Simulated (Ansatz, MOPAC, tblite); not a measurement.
Bond stretch in NaC (anion, charge -1), lowest triplet found (which spin is the ground state isn't settled by this scan).

ROCCSDT = Ansatz (a quantum-chemistry and plane-wave program) with CCSDT on ROHF/aug-cc-pVDZ, frozen core; ROCCSDT(Q) = CCSDT(Q)/B on ROHF/aug-cc-pVDZ, frozen core (Ansatz); ROMP2 = MP2 on ROHF/aug-cc-pVDZ, frozen core (Ansatz); AM1, unrestricted, heats of formation (MOPAC); GFN2-xTB, 300 K electronic temperature (tblite).

Energies are in kcal/mol, each relative to the lowest point of its own curve between 2.01 and 2.90 Å, where full CI is lowest.

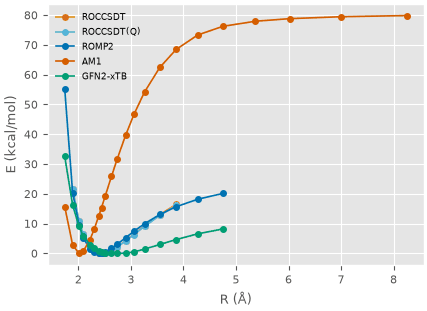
Fig. 1. Energy against bond length for each method.

| R / Å | ROCCSDT | ROCCSDT(Q) | ROMP2 | AM1 | GFN2-xTB |
|---|---|---|---|---|---|
| 1.74 | — | — | 55.1 | 15.7 | 32.5 |
| 1.89 | 21.5 | 21.7 | 20.4 | 2.8 | 16.2 |
| 2.01 | 10.8 | 11.0 | 9.7 | 0.0 | 9.1 |
| 2.09 | 6.3 | 6.4 | 5.3 | 0.7 | 6.0 |
| 2.22 | 2.0 | 2.1 | 1.3 | 4.6 | 2.8 |
| 2.30 | 0.7 | 0.7 | 0.3 | 8.1 | 1.6 |
| 2.39 | 0.1 | 0.1 | 0.0 | 12.7 | 0.8 |
| 2.44 | 0.0 | 0.0 | 0.1 | 15.4 | 0.5 |
| 2.51 | 0.2 | 0.2 | 0.5 | 19.2 | 0.2 |
| 2.63 | 1.0 | 1.0 | 1.7 | 25.9 | 0.0 |
| 2.74 | 2.2 | 2.1 | 3.1 | 31.7 | 0.0 |
| 2.90 | 4.2 | 4.1 | 5.3 | 39.7 | 0.1 |
| 3.06 | 6.4 | 6.3 | 7.4 | 46.8 | 0.5 |
| 3.26 | 9.2 | 9.1 | 10.0 | 54.2 | 1.4 |
| 3.55 | 13.0 | 12.7 | 13.1 | 62.4 | 3.0 |
| 3.86 | 16.4 | 16.1 | 15.7 | 68.5 | 4.6 |
| 4.27 | — | — | 18.2 | 73.3 | 6.5 |
| 4.75 | — | — | 20.1 | 76.2 | 8.2 |
| 5.37 | — | — | — | 77.9 | — |
| 6.03 | — | — | — | 78.8 | — |
| 7.00 | — | — | — | 79.5 | — |
| 8.25 | — | — | — | 79.8 | — |

Dashes: no converged value, or the column stops at the first point that the program doubted or that broke a chosen test of continuity, which isn't proof of a fault.

The T1 diagnostic of CCSD on the restricted reference of ROCCSDT, ROCCSDT(Q), ROMP2 exceeds 0.045 at 1.74 to 4.75, 7.00 to 8.25 Å. Where the anion isn't bound against loss of the electron, the finite basis alone holds it.
